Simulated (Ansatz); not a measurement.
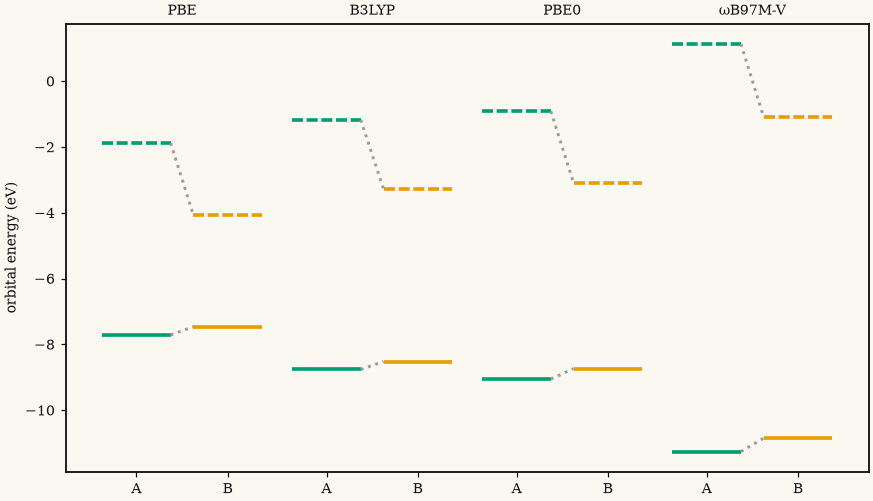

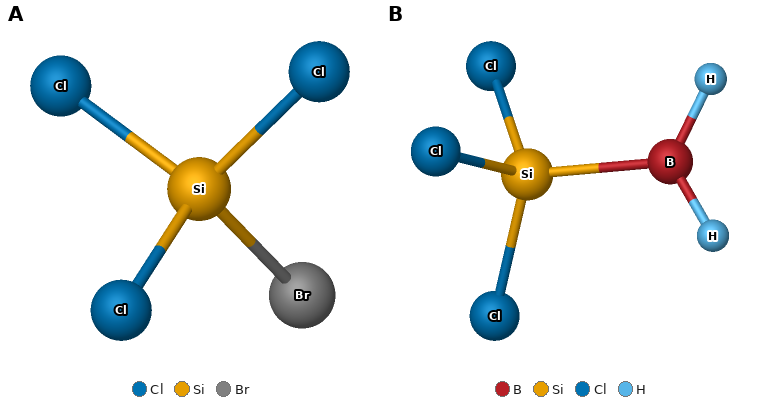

One change: A, SiBrCl₃ (SMILES Cl[Si](Cl)(Cl)Br), becomes B, BSiH₂Cl₃ (SMILES B[Si](Cl)(Cl)Cl). Br on Si is replaced by BH₂. HOMO (solid) and LUMO (dashed) computed in def2-TZVPP at PBE0-D4/def2-TZVP geometries, both minima by their frequencies, gas phase, the Ansatz code 0.2.0. Empty levels above zero depend strongly on the basis.

**What does the change do to HOMO and LUMO?**

PBE: the HOMO rises by 0.25 eV, the LUMO falls by 2.19 eV, and the separation goes from 5.83 to 3.39 eV. B3LYP: the HOMO rises by 0.24 eV, the LUMO falls by 2.10 eV, and the separation goes from 7.59 to 5.24 eV. PBE0: the HOMO rises by 0.32 eV, the LUMO falls by 2.18 eV, and the separation goes from 8.14 to 5.64 eV. ωB97M-V: the HOMO rises by 0.41 eV, the LUMO falls by 2.23 eV, and the separation goes from 12.39 to 9.75 eV.

**Do the functionals agree on the effect?**

They agree on the direction for both levels; the HOMO shift lies between 0.24 and 0.41 eV and the LUMO shift between −2.23 and −2.10 eV, while the separations themselves differ by up to 6.6 eV between functionals.
